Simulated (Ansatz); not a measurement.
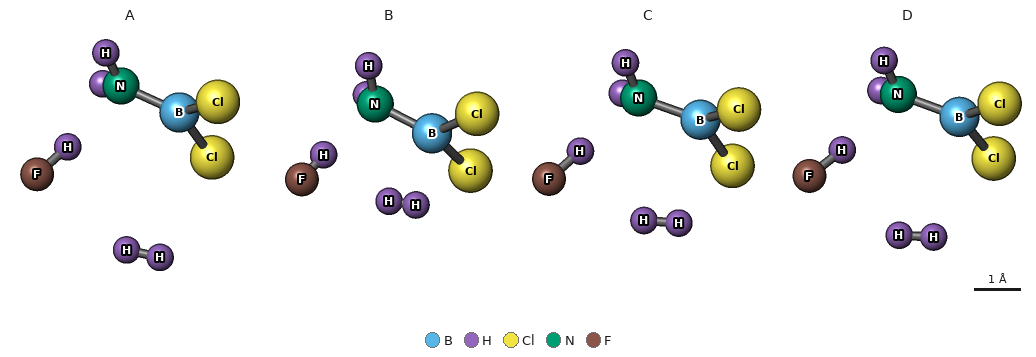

4 geometries from one relaxation of BNH5Cl2F (started from a transition state, displaced along its imaginary mode), in shuffled order. A ball-and-stick model, seen at a tilt.

These are results of RKS PBE0-D4/def2-TZVP (Ansatz), not measurements. Settings: force threshold 0.005 eV/Å; at most 200 steps.

Order the frames from highest to lowest energy.

B, C, D, A. They are steps 0, 3, 5, 16, at +2.953 eV, +0.162 eV, +0.031 eV relative to the last. The largest move after the best rigid fit is that of an H atom, 1.25 Å. By element the largest moves are H 1.25 Å, B 0.52 Å, N 0.44 Å, Cl 0.31 Å, F 0.17 Å. Some distances before and after: B–H 1.747 → 3.482 Å, F–H 0.758 → 0.937 Å, H–H 0.588 → 0.747 Å, B–Cl 1.784 → 1.750 Å. Among the angles between lasting bonds that change: B–N–H 114.0° → 120.1°, H–N–H 110.0° → 114.0°, Cl–B–Cl 117.2° → 120.5°. Over 14 accepted moves (16 points after the start) the energy falls by 2.953 eV. Largest force component: 17 eV/Å at the start, 0.0015 eV/Å at the end. The line search rejected the trial steps at points 10, 12 of the run. The run took 35 s on 8 threads of Arm Neoverse V1, on a shared host.
